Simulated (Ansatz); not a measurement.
## GaO$_{2}$: one change and its effect

System: GaO$_{2}$, multiplicity 2.
Method of the first run: UKS wB97M-V/def2-TZVPPD (Ansatz 0.2.0).

The geometry comes from this level: PBE0-D4/def2-TZVPPD. Text and figures count atoms from 1; the logs count them from 0 in places.

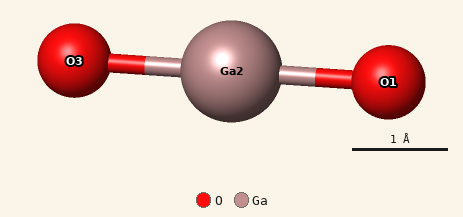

The structure as given in the input (ball-and-stick view, seen at a tilt; atoms are numbered from 1 in the order of the input). Sticks mark near contacts.

The input, the first run:
```yaml
crystal:
  periodic: [false, false, false]
  atoms:
    - { symbol: O, position_ang: [0.0, 0.0, -1.68410531] }
    - { symbol: Ga, position_ang: [0.0, 0.0, -1.0e-08] }
    - { symbol: O, position_ang: [0.0, 0.0, 1.68410532] }
magnetization:
  spin_polarized: true
  initial_magnetization: 1
basis:
  gaussian: { orbitals: def2-TZVPPD.json }
hamiltonian:
  xc: { name: wB97M-V }
```

Launched with:
```bash
ansatz run input.yaml --threads 4 --pin off --max-ram 10240MiB --backend cpu --events-out ev --progress --plain --runs-dir out
```

Hardware: 4 threads of Arm Neoverse N1, 98 GiB of memory available, shared host.

Output (the first run):
```
Engine: ansatz 0.2.0, aarch64-unknown-linux-gnu
Functional definition: wB97M-V
  parameter omega = 0.3/bohr
  parameter cx = 0.15
  parameter cx01 = 1.007
  parameter cx10 = 0.259
  parameter css00 = 0.443
  parameter css04 = -1.437
  parameter css10 = -4.535
  parameter css20 = -3.390
  parameter css43 = 4.278
  parameter cos00 = 1.000
  parameter cos10 = 1.358
  parameter cos20 = 2.924
  parameter cos21 = -8.812
  parameter cos60 = -1.390
  parameter cos61 = 9.142
  parameter b = 6.0
  parameter c = 0.01
  gx(w, u) = 1 - cx + cx01*u + cx10*w
  gss(w, u) = css00 + css04*u^4 + css10*w + css20*w^2 + css43*w^4*u^3
  gos(w, u) = cos00 + cos10*w + (cos20 + cos21*u)*w^2 + (cos60 + cos61*u)*w^6
  exchange = spin_sum(e_x_unif_sr(omega)*gx(b97_w, b97_u_x)) + cx*exact_x_sr(omega) + exact_x_lr(omega)
  correlation = spin_sum(e_c_pw_mod_same_spin*gss(b97_w, b97_u_same))
      + integral(e_c_pw_mod_opposite_spin*gos(b97_w_opposite, b97_u_opposite)) + vv10(b, c)
775 factors; their error is unknown
198 factors; integrals over basis functions are off by at most 5.3e-5 eV
mean field evaluation 1: about -56460.0132 eV, gradient 4.4e1 eV
mean field evaluation 2: about -56453.0410 eV, gradient 6.7e1 eV
mean field evaluation 4: about -56466.8836 eV, gradient 1.4e0 eV
mean field evaluation 8: about -56466.9020 eV, gradient 5.4e-2 eV
mean field evaluation 16: about -56467.0030 eV, gradient 6.5e-5 eV
mean field evaluation 32: about -56466.8524 eV, gradient 2.6e0 eV
mean field -56467.01388065 eV, -2075.1244853974 hartree, gradient 1.2e-5 eV, S^2 0.782055; 6 other end points of the search recorded, 0 dependent functions left out
reference -56467.01393562 eV, -2075.1244874172 hartree; 24, 23 occupied and 110, 111 virtual orbitals, 775 factors
Total energy: -56467.01393562 eV, -2075.1244874172 hartree
```

For the second run the input was changed thus:
```diff
-  xc: { name: wB97M-V }
+  xc: { name: B2PLYP }
```

Predict how the results change.

The total energies belong to different methods, so their difference says nothing on which is more stable or more accurate. The functional changes from wB97M-V to B2PLYP. The basis functions go from 134 to 123. On the same kind of shared host the second run took about 0.45 times as long.

Output (the second run):
```
Engine: ansatz 0.2.0, aarch64-unknown-linux-gnu
Functional definition: B2PLYP
  parameter a = 0.53
  parameter c = 0.27
  exchange = (1 - a)*b88_x + a*exact_x
  correlation = (1 - c)*lyp_c + c*(mp2_os + mp2_ss)
841 factors; integrals over basis functions are off by at most 1.3e-3 eV
mean field evaluation 1: about -56445.6333 eV, gradient 4.3e1 eV
mean field evaluation 2: about -56445.6877 eV, gradient 4.3e1 eV
mean field evaluation 4: about -56452.4444 eV, gradient 2.4e0 eV
mean field evaluation 8: about -56452.5238 eV, gradient 7.6e-1 eV
mean field evaluation 16: about -56452.5350 eV, gradient 1.7e-3 eV
mean field evaluation 32: about -56452.5746 eV, gradient 6.9e-5 eV
mean field evaluation 64: about -56452.5233 eV, gradient 2.1e0 eV
mean field -56452.57459053 eV, -2074.5938512726 hartree, gradient 4.9e-6 eV, S^2 0.778606; 6 other end points of the search recorded, 0 dependent functions left out
11 core orbitals not correlated: weight in the atoms' cores, before any rotation towards them, 1.000 or more for the frozen orbitals, at most 0.000 for the correlated occupied ones
reference -56452.57473308 eV, -2074.5938565112 hartree; 13, 12 occupied and 110, 111 virtual orbitals, 841 factors
second order -23.17114127 eV of doubles, -0.00000000 eV of singles
Total energy: -56458.83094122 eV, -2074.8237679198 hartree
```

The two runs side by side:

```tsv
quantity	the first run	the second run
outcome	converged	converged
total energy (hartree)	−2075.124487	−2074.823768
⟨S²⟩	0.782	0.779
basis functions	134	123
wall time (shared host)	38 s	17 s
```
